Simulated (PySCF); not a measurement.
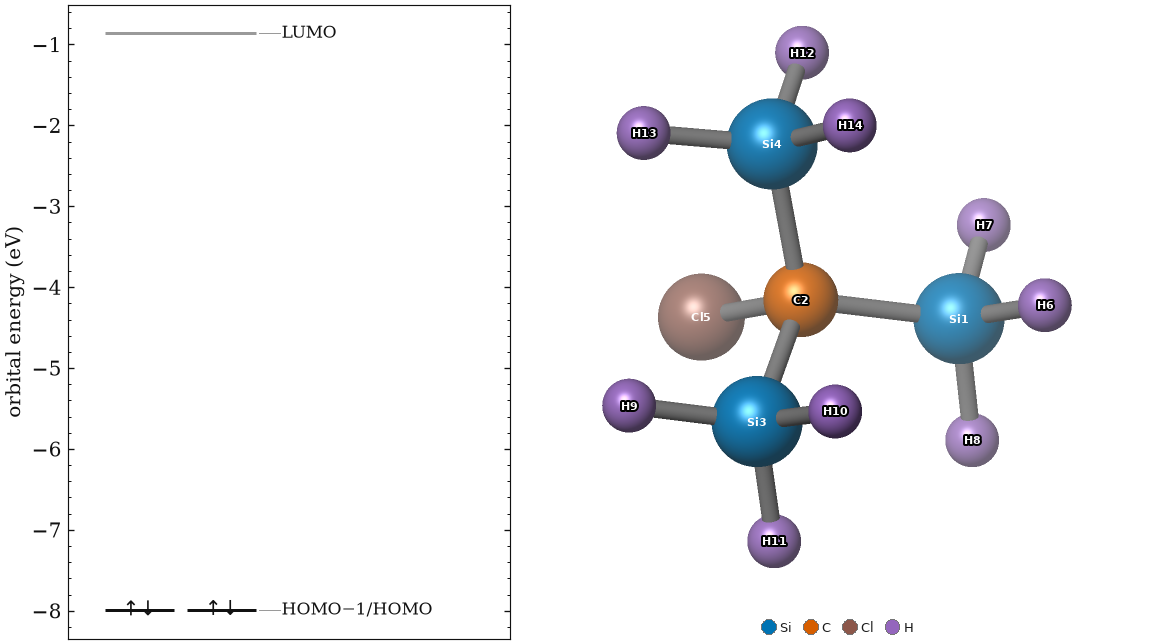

CH₉ClSi₃, SMILES [SiH3]C([SiH3])([SiH3])Cl. Kohn-Sham orbital energies near the frontier, B3LYP/def2-SVPD (IEF-PCM acetone) with PySCF, at a PBE0-D3(BJ)/def2-SVP geometry (no frequency check); empty levels in grey, levels within 0.03 eV side by side.

Question: Where do the frontier orbitals lie?

Answer: HOMO at −7.99 eV, LUMO at −0.86 eV, 7.13 eV apart.

Question: Is the HOMO or the LUMO degenerate, or nearly so?

Answer: The HOMO is one of 2 levels that coincide within 0.005 eV and the LUMO stands alone.

Question: List the levels with the atoms that carry most of them (a dash for levels above zero or within 0.03 eV of another, where shares mean little).

Answer:
```
orbital  energy (eV)                        Löwdin shares
   LUMO        −0.86  Cl5 41 %, C2 24 %, Si1/Si4 7 % each
   HOMO        −7.99                                    –
 HOMO−1        −7.99                                    –
```
